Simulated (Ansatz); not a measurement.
**Run report: C18N, geometry relaxation (part 3 of 3)**

The same run, continued: C18N (slab, 19 atoms in the cell); DFT LDA, scalar-relativistic, plane waves, PAW, spin-polarised (Ansatz 0.2.0); cutoff 420 eV, 2×2×1 k-mesh, Gaussian smearing of 0.02 eV, collinear spins. It belongs to a series of runs on one base structure; here: end point A relaxed.

Geometry of the input (Å; fractional positions):
```
7.3980  0.0000  0.0000
-3.6990  6.4069  0.0000
0.0000  0.0000  13.0000
C  0.0000  0.0000  0.0769
C  0.2222  0.1111  0.0769
C  0.0000  0.3333  0.0769
C  0.2222  0.4444  0.0769
C  -0.0000  0.6667  0.0769
C  0.2222  0.7778  0.0769
C  0.3333  0.0000  0.0769
C  0.5556  0.1111  0.0769
C  0.3333  0.3333  0.0769
C  0.5556  0.4444  0.0769
C  0.3333  0.6667  0.0769
C  0.5556  0.7778  0.0769
C  0.6667  0.0000  0.0769
C  0.8889  0.1111  0.0769
C  0.6667  0.3333  0.0769
C  0.8889  0.4444  0.0769
C  0.6667  0.6667  0.0769
C  0.8889  0.7778  0.0769
N  0.1503  0.5112  0.1708
```

### Trajectory as extended XYZ, continued
```
19
Lattice="7.3980 0.0000 0.0000 -3.6990 6.4069 0.0000 0.0000 0.0000 13.0000" Properties=species:S:1:pos:R:3:forces:R:3 step=3 energy=-4741.39262
C    -0.0218    0.0159    0.9991   -0.1946   0.0016   0.0451
C     1.2290    0.7170    0.9665    0.0582   0.1063  -0.1427
C    -1.2608    2.1722    1.0669   -0.0972   0.4527   0.4886
C     0.0258    2.8363    1.0130    0.0072   0.1032   0.4694
C    -2.5093    4.2966    0.9014    0.1019  -0.1212  -0.2004
C    -1.2805    5.0018    0.9252    0.1497  -0.0470   0.0207
C     2.4568    0.0029    0.9654    0.0262   0.0858  -0.0411
C     3.6843    0.7215    1.0044   -0.0800   0.0147  -0.0084
C     1.2703    2.1146    0.9429    0.0695  -0.0675  -0.2645
C     2.4603    2.8499    0.9663   -0.0389  -0.0803  -0.1626
C    -0.0429    4.2797    1.0488   -0.2534   0.1178   0.0488
C     1.2196    4.9952    1.0626   -0.0691   0.0193   0.0821
C     4.9217    0.0072    1.0527    0.0956  -0.0328   0.0608
C     6.1496    0.7167    1.0679   -0.0039  -0.0357   0.1226
C     3.6920    2.1447    0.9645   -0.0365  -0.0143  -0.0713
C     4.8910    2.8826    0.9231    0.0039  -0.0395  -0.0200
C     2.4417    4.2825    0.9978   -0.0454   0.1394   0.0412
C     3.6693    5.0004    0.9583   -0.3508   0.1894  -0.0358
N    -0.4841    3.0854    2.3934    0.6578  -0.7915  -0.4331
19
Lattice="7.3980 0.0000 0.0000 -3.6990 6.4069 0.0000 0.0000 0.0000 13.0000" Properties=species:S:1:pos:R:3:forces:R:3 step=4 energy=-4741.62702
C    -0.0355    0.0293    0.9883   -0.0273   0.0780  -0.0210
C     1.2260    0.7242    0.8628    0.0195   0.0481   0.2112
C    -1.2603    2.1883    1.1668    0.1499   0.4535   1.0884
C     0.0406    2.8387    1.0314    0.1017   0.5145   0.4337
C    -2.5147    4.3054    0.9006   -0.0301  -0.2626   0.1327
C    -1.2819    5.0054    0.9670    0.3762  -0.1489   0.0049
C     2.4553    0.0106    0.9257    0.0684   0.1467   0.1036
C     3.6792    0.7332    1.0038   -0.1003  -0.1020  -0.0064
C     1.2765    2.1181    0.8144   -0.2979   0.0479   0.0775
C     2.4594    2.8603    0.8492    0.0881   0.0880   0.1877
C    -0.0506    4.2882    1.1052    0.2577   0.3282  -0.6504
C     1.2084    5.0073    1.1141   -0.2706  -0.1582  -0.1777
C     4.9160    0.0191    1.1284    0.0078   0.0277  -0.1502
C     6.1430    0.7258    1.1410    0.2032  -0.0768  -0.2200
C     3.6919    2.1559    0.9189   -0.0543   0.0981   0.0244
C     4.8907    2.8960    0.9677   -0.1348   0.1224  -0.2709
C     2.4290    4.2979    0.9698    0.1361  -0.1260   0.0087
C     3.6519    5.0170    0.9326   -0.0847  -0.0922   0.0882
N    -0.4133    2.9025    2.4323   -0.4087  -0.9863  -0.8647
19
Lattice="7.3980 0.0000 0.0000 -3.6990 6.4069 0.0000 0.0000 0.0000 13.0000" Properties=species:S:1:pos:R:3:forces:R:3 step=5 energy=-4741.86914
C    -0.0420    0.0414    0.9846    0.1130   0.1907   0.0045
C     1.2261    0.7344    0.8183   -0.0222  -0.1265   0.3483
C    -1.2590    2.2042    1.2614   -0.0325  -0.2503   0.8664
C     0.0518    2.8452    1.0571    0.1989   0.8540   0.5739
C    -2.5156    4.3127    0.9110   -0.1006  -0.3168   0.2511
C    -1.2754    5.0115    0.9873    0.5341  -0.2343   0.0816
C     2.4571    0.0216    0.9092    0.0867   0.1851   0.1543
C     3.6777    0.7452    0.9992   -0.0535  -0.2118   0.0021
C     1.2790    2.1249    0.7467   -0.6308   0.2069   0.4325
C     2.4594    2.8710    0.7886    0.2166   0.2620   0.3201
C    -0.0494    4.3019    1.1103    0.6598   0.6930  -1.1585
C     1.2016    5.0192    1.1166   -0.3965  -0.2518  -0.3876
C     4.9155    0.0309    1.1506   -0.1642   0.0859  -0.2295
C     6.1421    0.7351    1.1783    0.2857  -0.1532  -0.5869
C     3.6918    2.1691    0.8956    0.0229   0.1272   0.0494
C     4.8911    2.9090    0.9976   -0.3218   0.2507  -0.2300
C     2.4241    4.3100    0.9493    0.2909  -0.2753  -0.0171
C     3.6430    5.0294    0.9238    0.0697  -0.2855   0.1025
N    -0.4069    2.7066    2.4345   -0.7562  -0.7498  -0.5770
19
Lattice="7.3980 0.0000 0.0000 -3.6990 6.4069 0.0000 0.0000 0.0000 13.0000" Properties=species:S:1:pos:R:3:forces:R:3 step=6 energy=-4742.51724
C    -0.0212    0.0404    0.9858    0.1277   0.0724  -0.0435
C     1.2320    0.7526    0.9411   -0.1459  -0.2221   0.0683
C    -1.2974    2.1821    1.2908    0.4688  -0.7068  -0.2480
C     0.0439    2.9028    1.1955   -0.1027   0.0969  -0.0220
C    -2.4942    4.3024    0.9482    0.3035   0.4843   0.0113
C    -1.2344    5.0138    0.9643   -0.4212   0.0957  -0.0890
C     2.4672    0.0362    0.9575   -0.0746   0.0207  -0.1351
C     3.6814    0.7481    0.9688    0.2041  -0.0442   0.0335
C     1.2546    2.1540    0.9065    0.1041   0.0434   0.3327
C     2.4576    2.8834    0.8914   -0.1680  -0.1463  -0.2209
C    -0.0077    4.3342    0.9433    0.0483   0.1769   0.4013
C     1.2153    5.0256    0.9592    0.2474  -0.0721  -0.3293
C     4.9248    0.0361    1.0025   -0.0471   0.2247  -0.3902
C     6.1529    0.7292    1.0414   -0.3224  -0.0432   0.1017
C     3.6828    2.1780    0.9130    0.0206  -0.1662  -0.0719
C     4.8779    2.9085    0.9624    0.2116  -0.2378   0.5021
C     2.4550    4.3077    0.9426   -0.0502   0.2994   0.0189
C     3.6724    5.0188    0.9533   -0.0506   0.0660  -0.0626
N    -0.5511    2.5692    2.4524   -0.3534   0.0588   0.1436
19
Lattice="7.3980 0.0000 0.0000 -3.6990 6.4069 0.0000 0.0000 0.0000 13.0000" Properties=species:S:1:pos:R:3:forces:R:3 step=7 energy=-4742.60927
C    -0.0164    0.0413    0.9711   -0.0941  -0.0321   0.0341
C     1.2276    0.7549    0.9693    0.0800   0.0296  -0.0230
C    -1.2853    2.1516    1.2943   -0.1360  -0.0068   0.0162
C     0.0432    2.9126    1.2737   -0.0272   0.1130   0.0925
C    -2.4816    4.3114    0.9713   -0.1238  -0.2798   0.0426
C    -1.2406    5.0237    0.9782    0.2258   0.1193  -0.0133
C     2.4642    0.0449    0.9358    0.0515  -0.0295   0.0055
C     3.6868    0.7501    0.9235   -0.1620  -0.1100  -0.0418
C     1.2573    2.1605    0.9787   -0.0779   0.0561   0.0060
C     2.4574    2.8828    0.8860    0.0883   0.1088   0.0987
C    -0.0056    4.3454    0.9994    0.0326   0.0019  -0.1764
C     1.2225    5.0267    0.8959   -0.1715  -0.0057   0.0682
C     4.9241    0.0404    0.9038    0.0487  -0.0171   0.0879
C     6.1490    0.7210    1.0051    0.1084  -0.0098  -0.1090
C     3.6901    2.1763    0.9043    0.0154   0.1592   0.0014
C     4.8924    2.8996    1.0036   -0.0368   0.1879  -0.1007
C     2.4582    4.3163    0.9034    0.1359  -0.1168   0.0042
C     3.6786    5.0229    0.9260    0.0250  -0.1133   0.0037
N    -0.6101    2.5408    2.4966    0.0187  -0.0546   0.0026
19
Lattice="7.3980 0.0000 0.0000 -3.6990 6.4069 0.0000 0.0000 0.0000 13.0000" Properties=species:S:1:pos:R:3:forces:R:3 step=8 energy=-4742.61614
C    -0.0155    0.0392    0.9696    0.0180  -0.0025   0.0059
C     1.2289    0.7572    0.9696   -0.0102  -0.0111   0.0011
C    -1.2890    2.1504    1.2863    0.0161  -0.0190  -0.0035
C     0.0401    2.9155    1.2817   -0.0436   0.0369  -0.0070
C    -2.4803    4.3076    0.9695    0.0468   0.0322   0.0023
C    -1.2351    5.0259    0.9697   -0.0444  -0.0144   0.0009
C     2.4659    0.0456    0.9329   -0.0201   0.0025  -0.0078
C     3.6854    0.7500    0.9188    0.0141   0.0376  -0.0022
C     1.2550    2.1635    0.9900    0.0396  -0.0091  -0.0058
C     2.4583    2.8859    0.9030   -0.0235  -0.0030  -0.0142
C    -0.0043    4.3456    0.9896   -0.0013  -0.0248   0.0115
C     1.2219    5.0264    0.9025    0.0344   0.0111   0.0015
C     4.9248    0.0396    0.9048   -0.0033  -0.0227  -0.0069
C     6.1517    0.7199    0.9936    0.0034   0.0256   0.0064
C     3.6891    2.1800    0.9033    0.0103  -0.0423   0.0149
C     4.8918    2.9019    0.9925    0.0208  -0.0216   0.0068
C     2.4616    4.3147    0.9165   -0.0146   0.0138   0.0036
C     3.6816    5.0189    0.9311   -0.0109   0.0254   0.0014
N    -0.6203    2.5353    2.4949   -0.0318  -0.0144  -0.0097
19
Lattice="7.3980 0.0000 0.0000 -3.6990 6.4069 0.0000 0.0000 0.0000 13.0000" Properties=species:S:1:pos:R:3:forces:R:3 step=9 energy=-4742.61639
C    -0.0149    0.0395    0.9701   -0.0007  -0.0002   0.0010
C     1.2290    0.7575    0.9701    0.0042  -0.0046  -0.0027
C    -1.2889    2.1497    1.2836   -0.0005  -0.0018  -0.0030
C     0.0388    2.9161    1.2822    0.0061  -0.0053   0.0021
C    -2.4794    4.3080    0.9699   -0.0025  -0.0031   0.0003
C    -1.2356    5.0260    0.9703    0.0078   0.0054  -0.0024
C     2.4657    0.0460    0.9327   -0.0005  -0.0014  -0.0007
C     3.6858    0.7503    0.9184   -0.0026   0.0036  -0.0011
C     1.2555    2.1638    0.9906   -0.0061   0.0065   0.0050
C     2.4583    2.8860    0.9031    0.0008  -0.0003  -0.0007
C    -0.0043    4.3456    0.9912   -0.0009   0.0083  -0.0015
C     1.2225    5.0264    0.9034   -0.0038  -0.0031  -0.0011
C     4.9252    0.0392    0.9039    0.0048   0.0027   0.0019
C     6.1521    0.7200    0.9922   -0.0019  -0.0058  -0.0042
C     3.6896    2.1794    0.9038    0.0003   0.0031  -0.0015
C     4.8926    2.9016    0.9916   -0.0055   0.0003   0.0020
C     2.4619    4.3151    0.9172    0.0022  -0.0031   0.0018
C     3.6819    5.0196    0.9318    0.0000  -0.0010   0.0029
N    -0.6241    2.5333    2.4939   -0.0014  -0.0002   0.0018
```

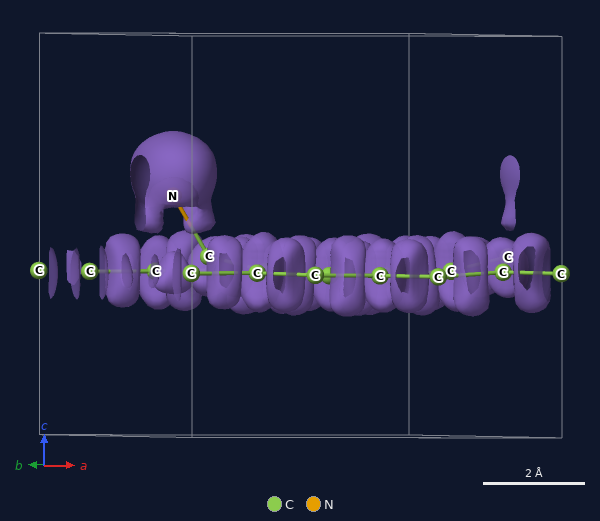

**Figure 1.** Isosurface of the electron localisation function at 0.75 (purple), seen at an oblique angle. Core shells and regions of very low density are left out. Sticks mark near contacts. Along the contacts the grid gives the following. C–C (1.41 Å): the ELF peaks at about 0.95 between the atoms, which marks a shared electron pair. In a PAW calculation such maps are meaningful between the atoms, not at the nuclei.

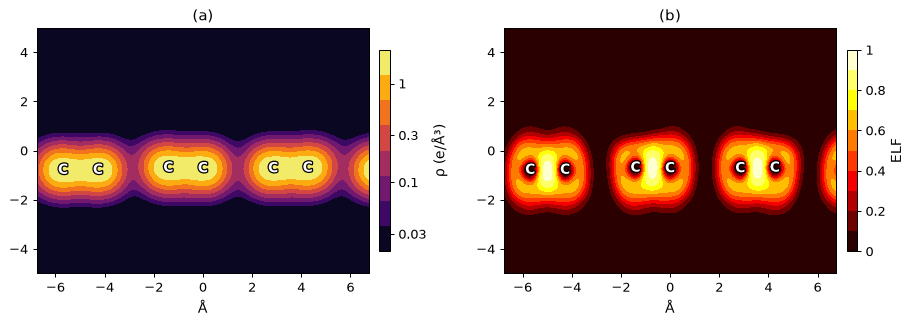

**Figure 2.** (a) valence pseudo-density; (b) ELF on the (110) plane of the calculation cell, a cut from vacuum to vacuum. The density dies away to nearly zero in the vacuum.

### Summary

```json
{"quantity": "outcome", "value": "converged"}
{"quantity": "electrons treated", "value": "77"}
{"quantity": "free energy", "value": "−4742.6164 eV"}
{"quantity": "Fermi energy", "value": "−2.150 eV"}
{"quantity": "net moment of the cell", "value": "0.50 μB"}
{"quantity": "integrated absolute moment", "value": "0.63 μB"}
{"quantity": "final volume", "value": "616.17 Å³"}
{"quantity": "largest force (length of the vector) at the end", "value": "0.010 eV/Å"}
{"quantity": "wall time", "value": "1.7 min (CPU time 3.3 min)"}
{"quantity": "peak memory", "value": "0.98 GiB"}
```

### Notes

The program warns: the exchange-correlation potential is rough where the density is thin. The k-point mesh is coarse for a cell of this size, so the results may not be converged.
